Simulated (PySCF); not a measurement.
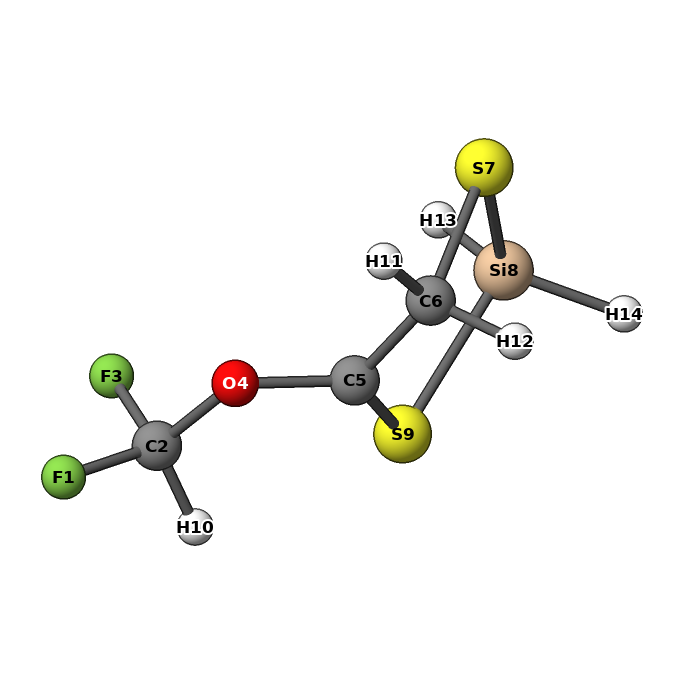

The questions are on Mulliken spin populations. Charge 0, doublet. The geometry was computed by an optimisation with GFN2-xTB. No frequency run is at hand to confirm it as a minimum. Properties computed with UKS B3LYP, pcH-1 on C F H O S Si, non-relativistic (PySCF 2.14.0).

Question: Which atom carries the largest spin population?

Answer: C5 (0.69 e).

Question: Which atom has the lowest spin population?

Answer: C6 (−0.05 e); a negative value comes from spin polarisation.

List the Mulliken spin populations.

| atom | value (e) |
| --- | --- |
| F1 | 0.00 |
| C2 | 0.00 |
| F3 | 0.01 |
| O4 | 0.07 |
| C5 | 0.69 |
| C6 | −0.05 |
| S7 | 0.12 |
| Si8 | 0.09 |
| S9 | 0.04 |
| H10 | 0.00 |
| H11 | 0.00 |
| H12 | 0.02 |
| H13 | 0.00 |
| H14 | 0.00 |

Mulliken values depend strongly on the basis set. The geometry is semi-empirical. Around Si such bond lengths and angles can be off by a tenth of an ångström or more and by several degrees, and values that hang on the shape move with them.
